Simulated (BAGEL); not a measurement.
**CHClFGeN (SMILES N#[C][GeH]([F])[Cl]), step by step**

We compute a single-point energy (HF/cc-pVDZ), then the energy (NEVPT2(2,2)/cc-pVDZ) of CHClFGeN. 

The calculation is run with BAGEL 1.2.2.

2 further runs of the same task are left out: 2 set aside as unsound or not needed.

## (1) The molecule

CHClFGeN has 6 atoms, charge 0, and is taken as a singlet. SMILES: `N#[C][GeH]([F])[Cl]`. The C2–Ge3 distance was set to 5.357 Å, away from the relaxed value. At this shape a bond of the SMILES string is far longer than usual.

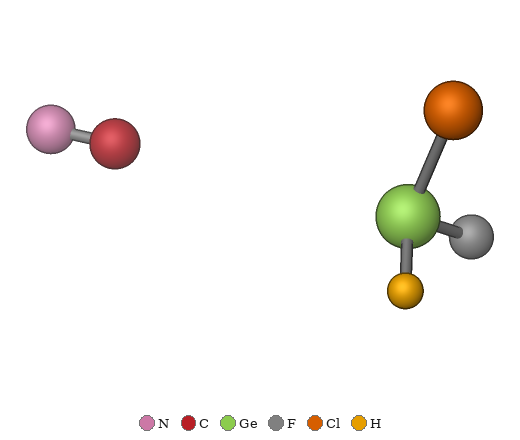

Viewed from a chosen angle; nitrogen pink, carbon red, germanium green, fluorine grey, chlorine orange, hydrogen amber.

## (2) A single-point energy at HF/cc-pVDZ (density fitting with svp-jkfit) (run 1)

Contents of job.json:

```json
{ "bagel": [

{
  "title": "molecule",
  "basis": "cc-pvdz.json",
  "df_basis": "svp-jkfit",
  "angstrom": "false",
  "geometry": [
    { "atom": "N", "xyz": [ -4.61636282, -10.29588177, -0.17192539 ] },
    { "atom": "C", "xyz": [ -3.68491681, -8.33113352, -0.15416197 ] },
    { "atom": "Ge", "xyz": [  0.44805406,  0.90310011,  0.20352350 ] },
    { "atom": "F", "xyz": [  3.58292073,  0.47961249, -0.52269825 ] },
    { "atom": "Cl", "xyz": [ -1.18599212,  3.11445763, -2.69078103 ] },
    { "atom": "H", "xyz": [  0.22166487,  2.13614641,  2.78885781 ] }
  ]
},
{
  "title": "hf"
},
{
  "title": "print",
  "file": "orbitals.molden",
  "orbitals": "true"
}

]}
```

The basis set cc-pVDZ is read from a file made from the Basis Set Exchange's data (not shown).

The run is started by

```
BAGEL_NUM_THREADS=1 BAGEL job.json > job.out
```

The program printed:

```text
* using 1 threads per process

  ===============================================================
  ===============================================================

  *** Geometry ***

  { "atom" : "N", "xyz" : [     -4.616363,    -10.295882,     -0.171925 ] },
  { "atom" : "C", "xyz" : [     -3.684917,     -8.331134,     -0.154162 ] },
  { "atom" : "Ge", "xyz" : [      0.448054,      0.903100,      0.203523 ] },
  { "atom" : "F", "xyz" : [      3.582921,      0.479612,     -0.522698 ] },
  { "atom" : "Cl", "xyz" : [     -1.185992,      3.114458,     -2.690781 ] },
  { "atom" : "H", "xyz" : [      0.221665,      2.136146,      2.788858 ] },

  Number of auxiliary basis functions:      641

  Since a DF basis is specified, we compute 2- and 3-index integrals:
    o Being stored without compression. Storage requirement is 0.043 GB

  Number of basis functions:       92
  Number of electrons      :       72

    * METHOD: MOLECULE                             0.51

  *** RHF ***

  === Nuclear Repulsion ===
   350.8656251159

      * DIIS with orbital gradients will be used.

  === RHF iteration (cc-pvdz.json) ===
      0      -2726.59672617          0.01811537           0.21
      1      -2725.72608633          0.03421539           0.20
      2      -2726.91330893          0.00708710           0.20
      3      -2726.95598167          0.00306246           0.20
      4      -2726.97193528          0.00122844           0.19
      5      -2726.97657112          0.00072412           0.20
      6      -2726.97947650          0.00042022           0.20
      7      -2726.97973020          0.00016618           0.20
      8      -2726.97977157          0.00005706           0.20
      9      -2726.97977754          0.00002512           0.20
     10      -2726.97977940          0.00000879           0.20
     11      -2726.97977964          0.00000499           0.21
     12      -2726.97977976          0.00000341           0.21
     13      -2726.97977985          0.00000286           0.21
     14      -2726.97977993          0.00000229           0.20
     15      -2726.97978002          0.00000098           0.20
     16      -2726.97978004          0.00000050           0.20
     17      -2726.97978004          0.00000025           0.20
     18      -2726.97978004          0.00000014           0.20
     19      -2726.97978004          0.00000006           0.20
     20      -2726.97978004          0.00000004           0.20
     21      -2726.97978004          0.00000002           0.21
     22      -2726.97978004          0.00000001           0.21
     23      -2726.97978004          0.00000001           0.21
     24      -2726.97978004          0.00000001           0.21
    * SCF iteration converged.

    * Permanent dipole moment:
           (   -2.299321,    -6.838433,    -0.719360) a.u.

    * METHOD: HF                                   5.49

    * METHOD: PRINT                                0.03

  ===============================================================
```

Run time: 6.3 s. Hardware: 1 thread of Arm Neoverse V1, shared host; peak memory 0.18 GiB.

## (3) The energy at NEVPT2(2,2)/cc-pVDZ (density fitting with svp-jkfit) (run 2)

Contents of calc.json:

```json
{ "bagel" : [

{
  "title" : "molecule",
  "basis" : "cc-pvdz.json",
  "df_basis" : "svp-jkfit",
  "angstrom" : false,
  "geometry" : [
    { "atom" : "N", "xyz" : [    -4.61636282,   -10.29588177,    -0.17192539 ] },
    { "atom" : "C", "xyz" : [    -3.68491681,    -8.33113352,    -0.15416197 ] },
    { "atom" : "Ge", "xyz" : [     0.44805406,     0.90310011,     0.20352350 ] },
    { "atom" : "F", "xyz" : [     3.58292073,     0.47961249,    -0.52269825 ] },
    { "atom" : "Cl", "xyz" : [    -1.18599212,     3.11445763,    -2.69078103 ] },
    { "atom" : "H", "xyz" : [     0.22166487,     2.13614641,     2.78885781 ] }
  ]
},

{ "title" : "hf" },

{ "title" : "casscf", "nstate" : 1, "nact" : 2, "nclosed" : 35, "active" : [36, 37], "maxiter" : 200, "natocc" : true },

{ "title" : "nevpt2", "nstate" : 1, "nact" : 2, "nclosed" : 35, "active" : [36, 37], "maxiter" : 200, "natocc" : true, "ncore" : 17 },

{ "title" : "print", "file" : "orbitals.molden", "orbitals" : true }

]}
```

The basis set cc-pVDZ is read from a file made from the Basis Set Exchange's data (not shown).

The run is started by

```
BAGEL_NUM_THREADS=1 BAGEL calc.json > calc.out
```

The program printed:

```text
* using 1 threads per process

  ===============================================================
  ===============================================================

  *** Geometry ***

  { "atom" : "N", "xyz" : [     -4.616363,    -10.295882,     -0.171925 ] },
  { "atom" : "C", "xyz" : [     -3.684917,     -8.331134,     -0.154162 ] },
  { "atom" : "Ge", "xyz" : [      0.448054,      0.903100,      0.203523 ] },
  { "atom" : "F", "xyz" : [      3.582921,      0.479612,     -0.522698 ] },
  { "atom" : "Cl", "xyz" : [     -1.185992,      3.114458,     -2.690781 ] },
  { "atom" : "H", "xyz" : [      0.221665,      2.136146,      2.788858 ] },

  Number of auxiliary basis functions:      641

  Since a DF basis is specified, we compute 2- and 3-index integrals:
    o Being stored without compression. Storage requirement is 0.043 GB

  Number of basis functions:       92
  Number of electrons      :       72

    * METHOD: MOLECULE                             0.52

  *** RHF ***

  === Nuclear Repulsion ===
   350.8656251159

      * DIIS with orbital gradients will be used.

  === RHF iteration (cc-pvdz.json) ===
      0      -2726.59672617          0.01811537           0.23
      1      -2725.72608633          0.03421539           0.22
      2      -2726.91330893          0.00708710           0.22
      3      -2726.95598167          0.00306246           0.22
      4      -2726.97193528          0.00122844           0.21
      5      -2726.97657112          0.00072412           0.21
      6      -2726.97947650          0.00042022           0.21
      7      -2726.97973020          0.00016618           0.21
      8      -2726.97977157          0.00005706           0.19
      9      -2726.97977754          0.00002512           0.21
     10      -2726.97977940          0.00000879           0.21
     11      -2726.97977964          0.00000499           0.21
     12      -2726.97977976          0.00000341           0.22
     13      -2726.97977985          0.00000286           0.21
     14      -2726.97977993          0.00000229           0.21
     15      -2726.97978002          0.00000098           0.22
     16      -2726.97978004          0.00000050           0.22
     17      -2726.97978004          0.00000025           0.23
     18      -2726.97978004          0.00000014           0.22
     19      -2726.97978004          0.00000006           0.21
     20      -2726.97978004          0.00000004           0.21
     21      -2726.97978004          0.00000002           0.21
     22      -2726.97978004          0.00000001           0.21
     23      -2726.97978004          0.00000001           0.21
     24      -2726.97978004          0.00000001           0.22
    * SCF iteration converged.

    * Permanent dipole moment:
           (   -2.299321,    -6.838433,    -0.719360) a.u.

    * METHOD: HF                                   5.80

  ---------------------------
      CASSCF calculation
  ---------------------------

    ==== Active orbitals : =====
         Orbital 36
         Orbital 37
    ============================

    * nstate   :      1
    * nclosed  :     35
    * nact     :      2
    * nvirt    :     55
  === CASSCF iteration (cc-pvdz.json) ===

    * Using the second-order algorithm

      0  0     -2727.05363050     1.24e-02      0.05

      1  0     -2727.09473960     4.32e-03      1.34

      2  0     -2727.10159626     5.13e-04      1.14

      3  0     -2727.10181226     3.18e-05      1.15

      4  0     -2727.10181305     4.15e-06      1.18

      5  0     -2727.10181306     1.03e-06      1.19

      6  0     -2727.10181306     2.56e-07      1.07

      7  0     -2727.10181306     6.34e-08      0.96

      8  0     -2727.10181306     1.57e-08      0.84

      9  0     -2727.10181306     3.91e-09      0.79

    * Second-order optimization converged. *

     guess   0:   closed 1.                   open ..

  === FCI iteration ===

      0  0     -2726.90443904     1.17e-01      0.00
      1  0     -2727.07195203     4.25e-02      0.00
      2  0 *   -2727.10181306     1.51e-15      0.00

     * ci vector, state   0, <S^2> = 0.0000
       2.    -0.7214897376
       .2     0.6924251284

    * METHOD: CASSCF                              10.17

    * freezing 17 orbitals

  === DF-NEVPT2 calculation ===

    * 3-index integral transformation done
    * assembly done

      NEVPT2 correlation energy:   -0.6790998469      0.27

          (+0)     -0.5936382483
          (+0)'    -0.0106320371
          (+1)     -0.0304456832
          (+1)'    -0.0000000000
          (+2)     -0.0000038208
          (-1)     -0.0443655779
          (-1)'     0.0000000000
          (-2)     -0.0000144796

      NEVPT2 total energy:       -2727.7809129049

    * METHOD: NEVPT2                               0.59

    * METHOD: PRINT                                0.02

  ===============================================================
```

It took 17 s on 1 thread of Arm Neoverse V1, shared host; peak memory 0.2 GiB.

## (4) Summary of results

```
                                quantity           value
         run 1, HF/cc-pVDZ: total energy  -2726.97978 Eh
        run 1, HF/cc-pVDZ: dipole moment         18.43 D
          run 1, HF/cc-pVDZ: HOMO energy        -8.31 eV
          run 1, HF/cc-pVDZ: LUMO energy        -5.00 eV
        run 1, HF/cc-pVDZ: HOMO–LUMO gap         3.31 eV
run 2, NEVPT2(2,2)/cc-pVDZ: total energy  -2727.78091 Eh
```

One bond (run 1, HF/cc-pVDZ) is far stretched, which a spin-restricted single reference describes badly; a broken-symmetry solution may lie lower.
